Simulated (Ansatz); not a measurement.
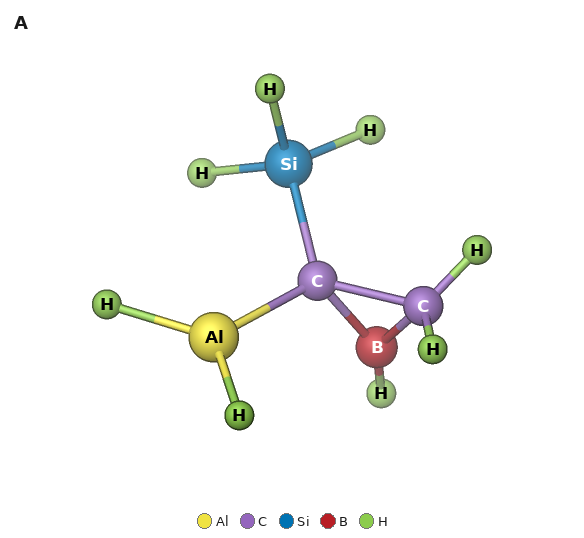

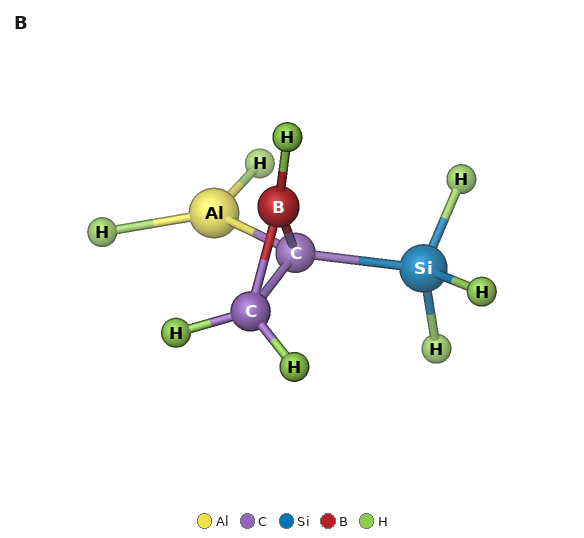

Atoms fade into the background with distance from the viewer. Computed geometry: PBE0-D4/def2-TZVP optimisation. No frequency run is at hand to confirm it as a minimum.

Question: Are A and B the same structure? If not, how do they differ?

Answer: No. They are enantiomers, mirror images that no rotation superimposes: A is [AlH2][C@]1([SiH3])BC1 (), B is [AlH2][C@@]1([SiH3])BC1 (). Their energies are equal.
